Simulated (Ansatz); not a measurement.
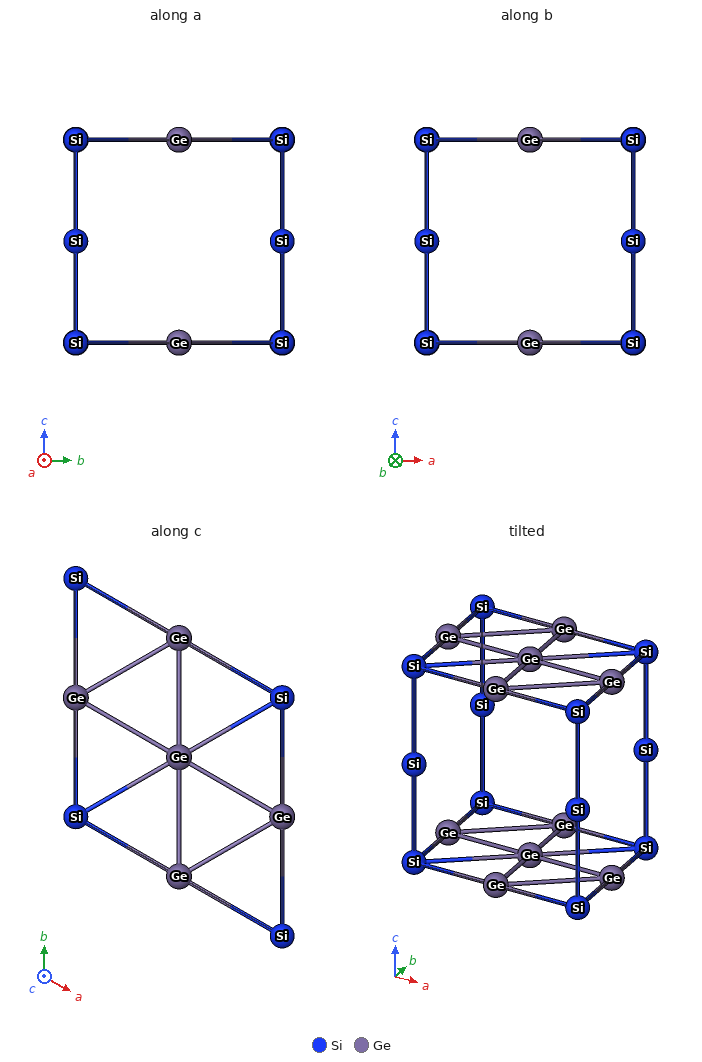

A ball-and-stick rendering, viewed along the a axis, along the b axis, along the c axis and slightly off an axis. The conventional unit cell is outlined; an atom on or near a face, edge or corner is repeated at each equivalent position.

Lattice parameters: a = 5.4905 Å, b = 5.4905 Å, c = 4.6759 Å, α = 90.000°, β = 90.000°, γ = 120.000°.

### Write down what is shown as a CIF in P1 with every atom of the cell.

```cif
data_structure
_symmetry_space_group_name_H-M 'P 1'
_symmetry_Int_Tables_number 1
_cell_length_a 5.4905
_cell_length_b 5.4905
_cell_length_c 4.6759
_cell_angle_alpha 90.000
_cell_angle_beta 90.000
_cell_angle_gamma 120.000
_cell_volume 122.07
loop_
_atom_site_label
_atom_site_type_symbol
_atom_site_fract_x
_atom_site_fract_y
_atom_site_fract_z
_atom_site_occupancy
Si1 Si 0.0000 0.0000 0.0000 1
Si2 Si 0.0000 0.0000 0.5000 1
Ge1 Ge 0.5000 0.0000 0.0000 1
Ge2 Ge 0.0000 0.5000 0.0000 1
Ge3 Ge 0.5000 0.5000 0.0000 1
```

The model was built from a random cell made by a generator, so it need not be a real form of the compound. The geometry was optimised with Ansatz 0.2.0, DFT PBE, scalar-relativistic, plane waves, PAW.
